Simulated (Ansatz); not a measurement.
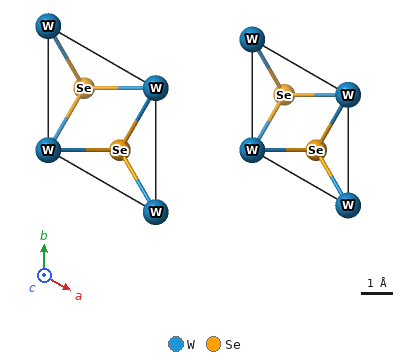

Two geometries of solid WSe (built on the nickel arsenide type) (coarse preliminary run), drawn at one scale. One is the start of a relaxation, the other its converged end. Style: ball-and-stick. Shown: the cell of the calculation, along the c axis.

The calculation used DFT r2SCAN+U, scalar-relativistic, plane waves, PAW in Ansatz. Set-up: plane-wave cutoff 500 eV; k-point mesh 6 × 6 × 4; occupations gaussian; smearing width 0.1 eV; U W 6.2 eV; collinear spin; cell and atoms relaxed; force threshold 0.05 eV/Å; at most 80 steps.

Q: Which one is relaxed?

A: The left one is the relaxed one. The atoms keep their places relative to the cell (all moves are under 0.005 Å). Cell: a = b 3.590 → 4.022 Å (+12.0 %), c 5.565 → 6.053 Å (+8.8 %). Volume +36.5 %. Among the contacts that change: Se–W 2.496 → 2.772 Å, W–W 2.782 → 3.027 Å. The space group stays P6_3/mmc (No. 194). The energy falls by 818 meV per atom in 4 accepted moves (5 points after the start). All forces vanish by symmetry, so only the cell relaxes. The pressure goes from 62.25 to 0.02 GPa. At 1 point the geometry stayed and the basis and grid were re-selected for the new cell (energy shift of 2.7 meV per atom at most each time). The run took 2.2 min on 1 thread of Arm Neoverse V1, on a shared host, peak memory 0.71 GiB.
